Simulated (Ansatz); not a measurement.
# B₆H₆S: one change and its effect

System: B₆H₆S.
Method of run 1: RHF/def2-TZVP (Ansatz 0.2.0).

The geometry comes from this level: PBE0-D4/def2-SVP. Text and figures count atoms from 1; the logs count them from 0 in places.

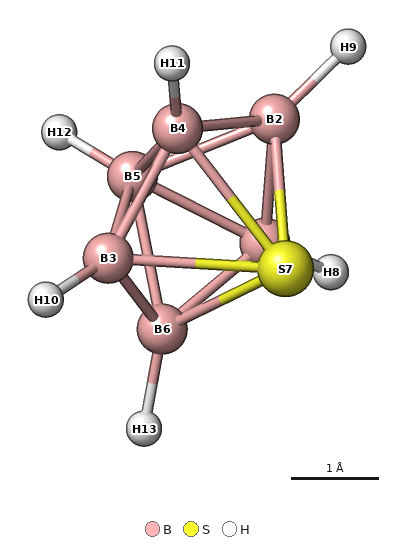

The structure (ball-and-stick view, seen at a tilt; atoms are numbered from 1 in the order of the input). Bond lengths as drawn: B–B 1.70 to 1.80 Å, B–H 1.20 Å and B–S 2.04 Å.

### Input, run 1
```yaml
crystal:
  periodic: [false, false, false]
  atoms:
    - {symbol: B, position_ang: [-0.831480, -1.175749, 0.123234]}
    - {symbol: B, position_ang: [-1.000896, 0.261168, 1.009277]}
    - {symbol: B, position_ang: [1.016939, 0.623159, -0.816079]}
    - {symbol: B, position_ang: [0.141534, 1.372955, 0.428824]}
    - {symbol: B, position_ang: [0.658257, -0.330560, 0.661979]}
    - {symbol: B, position_ang: [0.415534, -0.952032, -1.004929]}
    - {symbol: S, position_ang: [-1.013390, 0.509233, -1.019375]}
    - {symbol: H, position_ang: [-1.588648, -2.102332, 0.149524]}
    - {symbol: H, position_ang: [-1.896888, 0.512690, 1.761928]}
    - {symbol: H, position_ang: [1.776420, 1.171828, -1.560845]}
    - {symbol: H, position_ang: [0.183013, 2.536767, 0.705186]}
    - {symbol: H, position_ang: [1.457590, -0.732211, 1.466022]}
    - {symbol: H, position_ang: [0.682016, -1.694925, -1.904735]}
basis:
  gaussian: {orbitals: def2-TZVP, initial_orbitals: start.molden}
hamiltonian: {xc: hf}
scf: {omitted_lower_state_checks: [starts]}
output: {orbitals: {seedname: orbitals}}
```

Launched with:
```bash
ansatz run in.yaml --threads 4 --pin off --events-out ev --progress --plain --max-ram 4787MiB
```

Hardware: 4 threads of Arm Neoverse V1, 23 GiB of memory available, shared host.

### Output (run 1)
```
Functional definition: HF
  exchange = exact_x
  correlation = 0
these checks for a lower state are left out or cut short: starts
1936 factors; their error is unknown
mean field evaluation 1: about -14942.0648 eV, gradient 3.0e1 eV
mean field evaluation 2: about -14942.8873 eV, gradient 9.1e-1 eV
mean field evaluation 4: about -14943.0219 eV, gradient 3.5e-1 eV
mean field -14943.02208210 eV, -549.1459327728 hartree, gradient 1.4e-5 eV, S^2 0.000000; 0 other end points of the search recorded, 0 dependent functions left out
reference -14943.02208210 eV, -549.1459327728 hartree; 26, 26 occupied and 233, 233 virtual orbitals, 1936 factors
Total energy: -14943.02208210 eV, -549.1459327728 hartree
Checks for a lower state left out: starts
```

The input of run 2 differs as follows (lines with − go, lines with + come):
```diff
-  gaussian: {orbitals: def2-TZVP, initial_orbitals: start.molden}
+  gaussian: {orbitals: STO-3G}
```

How does run 2 compare with run 1?

The total energy of run 2 is 3915.4 kcal/mol higher, which measures the change of basis and not a stability. The HOMO goes from −10.55 to −9.31 eV. The LUMO goes from 2.19 to 6.30 eV. The basis functions go from 259 to 45.

### Output (run 2)
```
Functional definition: HF
  exchange = exact_x
  correlation = 0
these checks for a lower state are left out or cut short: starts
589 factors; integrals over basis functions are off by at most 1.2e-4 eV
mean field evaluation 1: about -14769.9606 eV, gradient 2.6e1 eV
mean field evaluation 2: about -14770.1214 eV, gradient 2.6e1 eV
mean field evaluation 4: about -14773.2275 eV, gradient 1.1e0 eV
mean field evaluation 8: about -14773.2323 eV, gradient 2.7e-5 eV
mean field -14773.23226741 eV, -542.9062721710 hartree, gradient 5.0e-5 eV, S^2 0.000000; 0 other end points of the search recorded, 0 dependent functions left out
reference -14773.23226741 eV, -542.9062721710 hartree; 26, 26 occupied and 19, 19 virtual orbitals, 589 factors
Total energy: -14773.23226741 eV, -542.9062721710 hartree
Checks for a lower state left out: starts
```

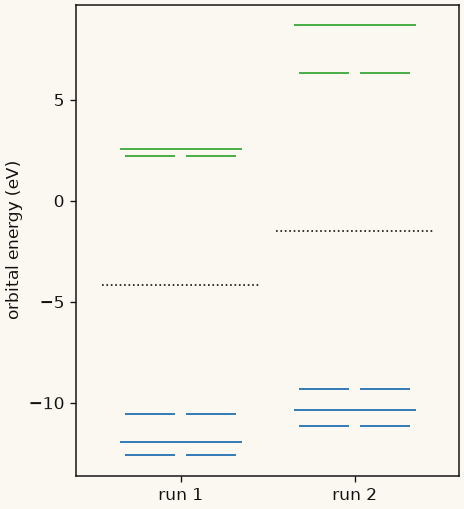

The five highest filled and three lowest empty orbital energies of the two runs; the dotted lines part filled from empty levels. The HOMO–LUMO gap is 12.74 eV in run 1 and 15.61 eV in run 2.

### The two runs side by side

```csv
quantity,run 1,run 2
outcome,converged,converged
total energy (hartree),−549.145933,−542.906272
HOMO (eV),−10.55,−9.31
LUMO (eV),2.19,6.30
basis functions,259,45
```
